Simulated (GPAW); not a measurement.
# Optical response of Mg3CuN (model structure), part 2 of 2

Aim: the dielectric function of Mg3CuN (model structure), and the optical constants that follow from it. The structure is a model built here, which may or may not match a known phase. It was built so: All Ag replaced by Cu and Mn replaced by Mg in the Pm-3m structure of Mn3AgN. The cell given below was relaxed beforehand with Ansatz.

GPAW 26.7.0; DFT, LDA, plane-wave PAW (GPAW data sets), scalar-relativistic, RPA, optical limit.

So far. Step 2 (Ground state): There are states at the Fermi level within the smearing, so the occupations stay smeared and the carriers get a Drude term.

**4. Dielectric function, RPA**

Transitions between filled and empty bands, summed over the zone, give the optical response, so mesh, band count and broadening shape it.

The induced potential is part of this response.

This step: DFT, LDA, plane-wave PAW (GPAW data sets), scalar-relativistic, RPA, optical limit (GPAW 26.7.0).

df.py

```python
from gpaw.response.df import DielectricFunction

df = DielectricFunction('full.gpw', frequencies={'type': 'nonlinear', 'domega0': 0.03, 'omega2': 8},
                        ecut=30,
                        eta=0.1,
                        nbands=52,
                        rate=0.2,
                        txt='df.txt')
for direction in ['x']:
    df.get_dielectric_function(xc='RPA', direction=direction, filename=f'df_{direction}.csv')
```

Started as:

```bash
OMP_NUM_THREADS=1 python df.py
```

Log:

```text
Using integrator: PointIntegrator
NonLinearFrequencyDescriptor(from 0.000 to 102.839 eV, 543 points)
Nonperiodic BCs:  [False False False]
Using integrator: PointIntegrator
NonLinearFrequencyDescriptor(from 0.000 to 102.839 eV, 543 points)
Nonperiodic BCs:  [False False False]
Using integrator: PointIntegrator

Calculating chi0 body with:
    Ground state adapter containing:
    Number of spins: 1
    Number of kpoints: 512
    Number of irreducible kpoints: 35
    Number of completely occupied states: 22
    Number of partially occupied states: 25

    Linear response parametrization:
    q_c: [0.0, 0.0, 0.0]
    Number of frequency points: 543
    Planewave cutoff: 30.0
    Number of bands: 52
    Number of planewaves: 27
    Broadening (eta): 0.1

Integrating chi0 body.

Symmetries of q_c:
    Direct symmetries (Uq -> q): 48
    Indirect symmetries (TUq -> q): 0
In total 48 allowed symmetries.

35 groups of equivalent kpoints. 93.1640625% reduction.

Integral kind: spectral function

Calculating chi0 optical extensions with:
    Ground state adapter containing:
    Number of spins: 1
    Number of kpoints: 512
    Number of irreducible kpoints: 35
    Number of completely occupied states: 22
    Number of partially occupied states: 25

    Linear response parametrization:
    Number of frequency points: 543
    Planewave cutoff: 30.0
    Number of bands: 52
    Number of planewaves: 27
    Broadening (eta): 0.1
Integrating chi0 head and wings.

Symmetries of q_c:
    Direct symmetries (Uq -> q): 48
    Indirect symmetries (TUq -> q): 0
In total 48 allowed symmetries.

35 groups of equivalent kpoints. 93.1640625% reduction.

Integral kind: spectral function wings

Calculating drude chi0 with:
    Number of frequency points:543
    Plasma frequency decay rate: 0.2 eV

    Ground state adapter containing:
    Number of spins: 1
    Number of kpoints: 512
    Number of irreducible kpoints: 35
    Number of completely occupied states: 22
    Number of partially occupied states: 25

Symmetries of q_c:
    Direct symmetries (Uq -> q): 48
    Indirect symmetries (TUq -> q): 0
In total 48 allowed symmetries.

35 groups of equivalent kpoints. 93.1640625% reduction.

Integral kind: intraband
Plasma frequency:
[[4.2+0.j 0. +0.j 0. +0.j]
 [0. +0.j 4.2+0.j 0. +0.j]
 [0. +0.j 0. +0.j 4.2+0.j]]
```

It took 8.5 s on 1 thread of Arm Neoverse V2, shared host; peak memory 0.27 GiB.

Numbers from this step:

| Item | Value |
| --- | --- |
| centre of weight of the strongest loss peak in the window | 14.41 eV |

The Im ε, E ∥ x has structure finer than the step of the table below, so its rows give means over 1 eV, whole bins alone (the curve runs from 0.619 to 19.9 eV). Peaks (eV: height): 1.2: 29.3, 1.6: 22.5, 2.7: 10.9, 4.1: 7.36.

Sum at mesh points, not converged in k. Table of Im ε, E ∥ x by photon energy; means over each step:

```
photon energy (eV)  Im ε, E ∥ x
                 2         13.6
                 3         7.43
                 4         5.28
                 5         4.67
                 6         3.28
                 7         1.75
                 8         1.87
                 9         1.78
                10         1.17
                11         1.05
                12        0.897
                13        0.711
                14        0.525
                15        0.436
                16        0.378
                17        0.342
                18        0.397
                19        0.389
```

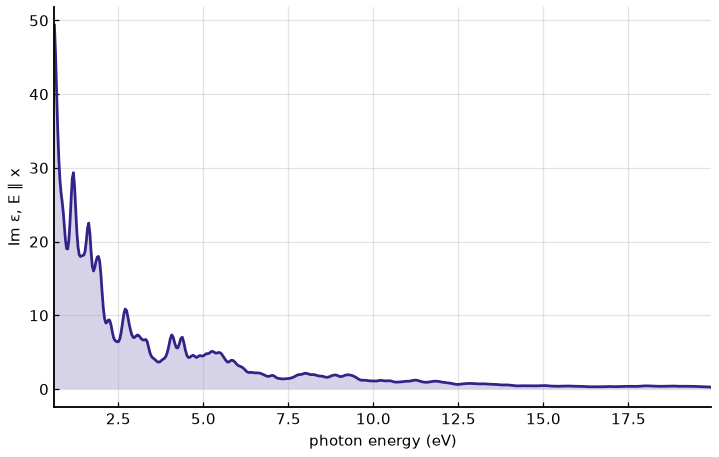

Im ε, E ∥ x against photon energy.

Values under 1 per cm are given as 1; sum at mesh points, not converged in k. The absorption coefficient, E ∥ x by photon energy:

```
photon energy (eV)  absorption coefficient, E ∥ x (1/cm)
              1.99                                 7.4e5
              3.98                                 5.9e5
              6.02                                 1.1e6
              8.03                                 8.9e5
             10.03                                 8.6e5
             12.02                                 9.3e5
             14.04                                 6.9e5
             16.03                                 5.0e5
             18.05                                 5.2e5
```

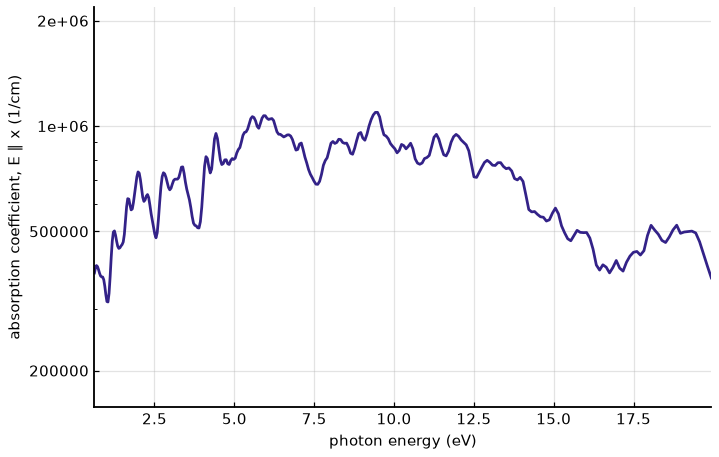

Absorption coefficient, E ∥ x against photon energy.

The reflectivity at normal incidence, E ∥ x has structure finer than the step of the table below, so its rows give means over 1 eV, whole bins alone (the curve runs from 0.619 to 19.9 eV). Peaks (eV: height): 1.2: 62.1, 2.0: 64.8, 2.8: 50.6, 4.5: 44.8, 6.2: 46.7, 9.5: 34.6.

Sum at mesh points, not converged in k. The reflectivity at normal incidence, E ∥ x by photon energy; means over each step:

```
photon energy (eV)  reflectivity at normal incidence, E ∥ x (%)
                 2                                         55.9
                 3                                         45.1
                 4                                         34.2
                 5                                         35.2
                 6                                         43.0
                 7                                         35.0
                 8                                         22.2
                 9                                         24.5
                10                                         26.2
                11                                         19.7
                12                                         21.2
                13                                         16.8
                14                                         15.8
                15                                         9.94
                16                                         7.10
                17                                         4.14
                18                                         3.75
                19                                         4.06
```

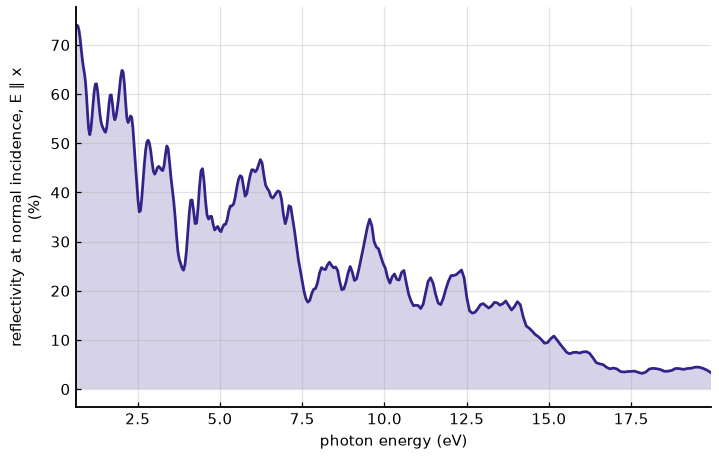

Reflectivity at normal incidence, E ∥ x, plotted against photon energy.

The Im ε, E ∥ x has structure finer than the step of the table below, so its rows give means over 1 eV, whole bins alone (the curve runs from 0.619 to 19.9 eV). Peaks (eV: height): without local fields 1.2: 29.8, 1.6: 22.0, 2.7: 13.0, 4.1: 7.95; with local fields 1.2: 29.3, 1.6: 22.5, 2.7: 10.9, 4.1: 7.36.

Sum at mesh points, not converged in k. The Im ε, E ∥ x by photon energy; means over each step:

```
photon energy (eV)  without local fields  with local fields
                 2                  13.7               13.6
                 3                  8.46               7.43
                 4                  5.71               5.28
                 5                  4.91               4.67
                 6                  3.14               3.28
                 7                  1.89               1.75
                 8                  2.06               1.87
                 9                  1.96               1.78
                10                  1.25               1.17
                11                  1.13               1.05
                12                 0.949              0.897
                13                 0.771              0.711
                14                 0.619              0.525
                15                 0.544              0.436
                16                 0.463              0.378
                17                 0.399              0.342
                18                 0.416              0.397
                19                 0.391              0.389
```

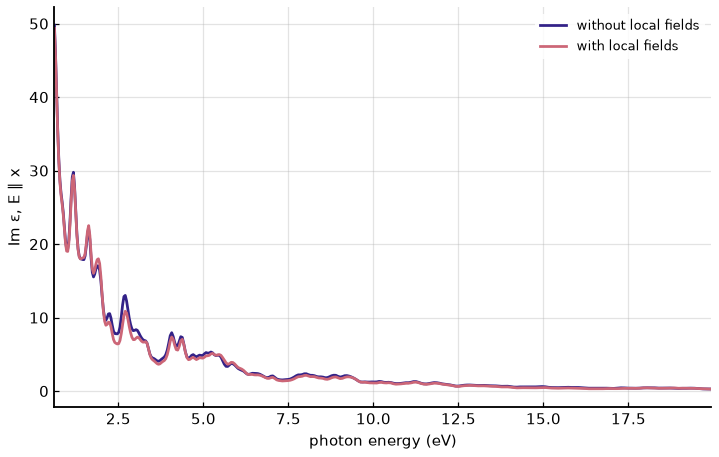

Im ε, E ∥ x, plotted against photon energy.

Sum at mesh points, not converged in k. The loss function −Im 1/ε at q → 0, E ∥ x by energy loss; read off at these points:

```
energy loss (eV)  loss function −Im 1/ε at q → 0, E ∥ x
             1.0                                 0.0522
             2.0                                 0.0489
             3.0                                  0.130
             4.0                                  0.150
             5.0                                  0.218
             6.0                                  0.213
             7.0                                  0.435
             8.0                                  0.464
             9.0                                  0.556
            10.0                                  0.839
            10.7                                   1.04
            11.0                                  0.939
            12.0                                  0.993
            12.5                                   1.58
            13.0                                   1.38
            14.0                                   1.85
            14.1                                   2.06
            15.0                                   1.61
            15.1                                   1.72
            16.0                                   1.46
            17.0                                  0.993
            18.0                                  0.910
            19.0                                  0.978
            19.4                                   1.02
```

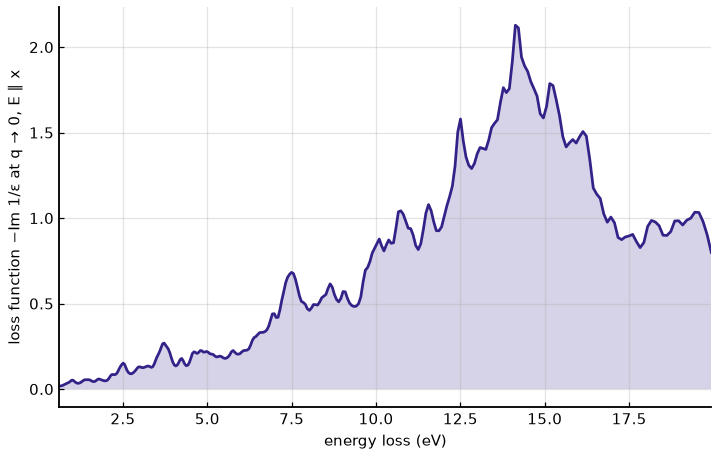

Loss function −Im 1/ε at q → 0, E ∥ x, plotted against energy loss.

At chosen wavelengths:

```
wavelength (nm)     n      k  R (%)    1/α
           1550  2.95  4.632   68.1  27 nm
           1064  3.81  3.818   59.6  22 nm
            800  3.20  3.094   53.0  21 nm
            633  2.32  3.642   61.8  14 nm
            532  1.45  2.603   54.5  16 nm
            450  1.99  2.592   49.2  14 nm
            405  1.66  2.204   44.3  15 nm
```

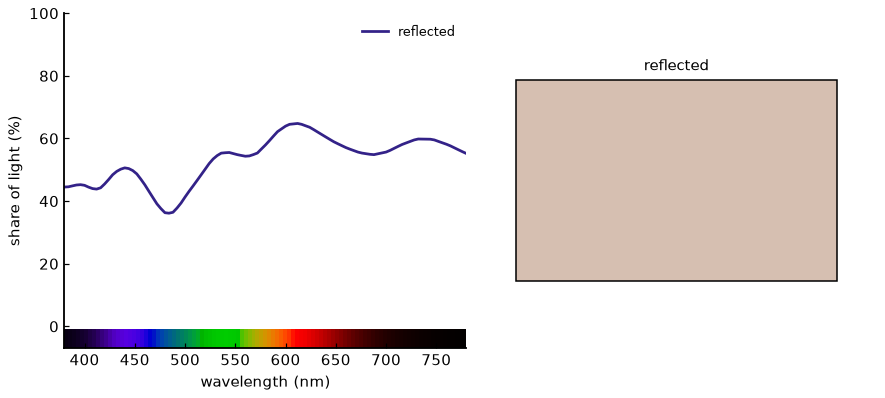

Light reflected across the visible range, with the colour that it makes of daylight (sRGB).

A polished face would reflect 55 % of daylight and look faintly orange (CIE x = 0.343, y = 0.345 under D65).

**5. Results**

```
centre of weight of the strongest loss peak in the window, first axis : 14.4 eV
```

In words: At this level (LDA, RPA) Mg3CuN is a metal. The mesh is too coarse to trust the carriers' weight, the reflectivity or the colour to better than tens of per cent. A polished face would reflect 55 % of daylight and look faintly orange (CIE x = 0.343, y = 0.345 under D65). The carriers' damping of 0.2 eV is typed, not computed; it shapes the response at the lowest energies. In this version of GPAW the matrix elements of the optical limit are incomplete, which can lower ε − 1 by up to a tenth where first-row anions or d states rule, and shift it by more in d metals. GPAW's carrier term has the form −ωp²/(ω + i·rate)², which damps like twice the rate and fails at low energy, so the curves leave the lowest energies out. The sum runs over mesh points 0.19 Å⁻¹ apart with no interpolation, so peaks are partly noise of the mesh, and the Drude plasma energy, a sum over the Fermi surface, isn't converged.

[Machine, clock and banner lines and Python warnings are left out of the logs.]

[Logs are printed without paths, hosts, clocks, repeated set-up lines and the standing remarks that a program may print on its own settings, such as how far it seeks lower states.]

[Hosts, paths, dates, database ids (printed as entryN), source tags and the programs' standing remarks are cut or masked in the printed files.]
